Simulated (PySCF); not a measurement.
## Electronic structure of C5H12O2Si in real space

```xyz
20

C    -3.1841   -1.3484    0.9976
C    -2.8160   -0.3573   -0.0965
O    -1.4312   -0.1788   -0.1248
Si   -0.5753    0.7768   -1.1169
C     1.1577    0.4513   -0.5197
C     2.2105    1.0427   -1.0706
O     3.5228    0.9163   -0.7579
C     3.8623    0.0449    0.2954
H    -4.2611   -1.4912    1.0241
H    -2.8493   -0.9759    1.9624
H    -2.7017   -2.3041    0.8091
H    -3.1571   -0.7249   -1.0725
H    -3.3050    0.6080    0.0851
H    -0.9900    2.1815   -0.9765
H    -0.7942    0.3992   -2.5219
H     1.2967   -0.2401    0.2986
H     2.1054    1.7398   -1.8907
H     4.9463    0.0893    0.3855
H     3.5550   -0.9822    0.0743
H     3.4031    0.3638    1.2365
```

Geometry: GFN2-xTB.

Theory: PBE0/pcSseg-1, SCF density, gas phase, non-relativistic in PySCF 2.14.0.

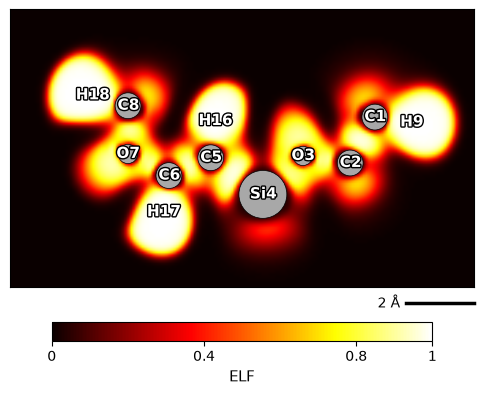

Figure 1. ELF on the plane of atoms C6, O7 and C8. Grey discs cover the atomic cores.

> Read the bonding off the picture.

- The plane passes through C, O, Si and H nuclei.
- C–C (1.33 Å): the ELF peaks at about 0.90 between the atoms (a short, multiple covalent bond).
- C–O (1.35 Å): the ELF peaks at about 0.90 between the atoms (a shared but strongly polarised pair).
- Si–O (1.62 Å): the ELF peaks at about 0.85 between the atoms, as expected for a short, strongly polar bond.
- C–Si (1.86 Å): the ELF peaks at about 0.95 between the atoms: a covalent bond.
- C–H (1.08 Å): the ELF climbs to about 1 towards the hydrogen, as it does in any bond to H: an ordinary covalent bond to hydrogen.
- The ELF also peaks beside O7 and O3, away from the bonds: lone-pair regions.

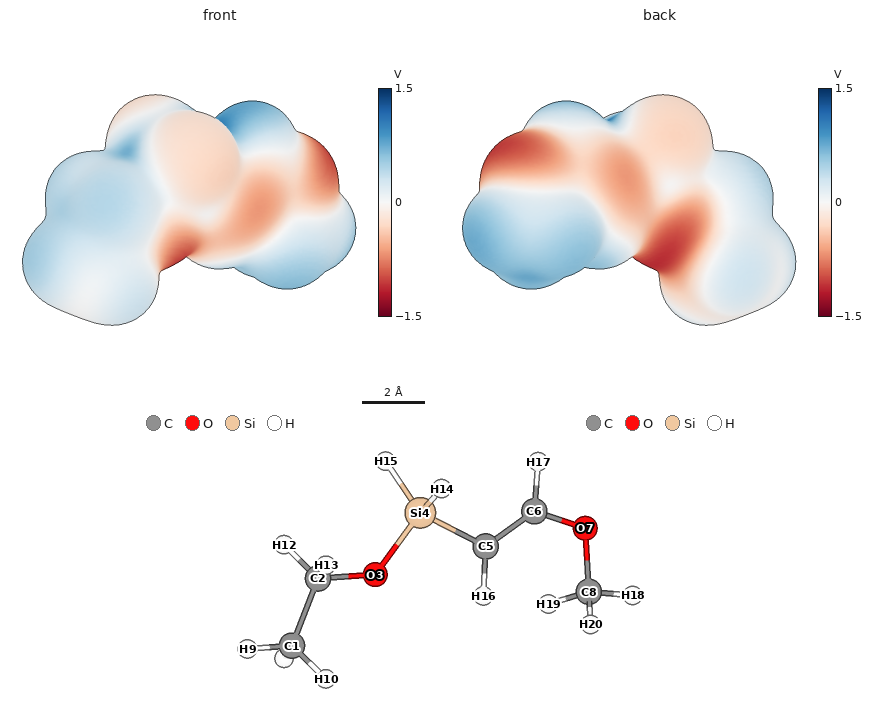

Figure 2. The electrostatic potential painted on the density surface at 0.001 e/bohr³, seen from the front and from behind; red is negative and blue positive. The bare structure is drawn below in the same view.

> Where is the surface potential most negative and most positive?

The most negative region (about −1.1 V) lies over O3 and O7, the most positive (about +0.9 V) over Si4 and H17.
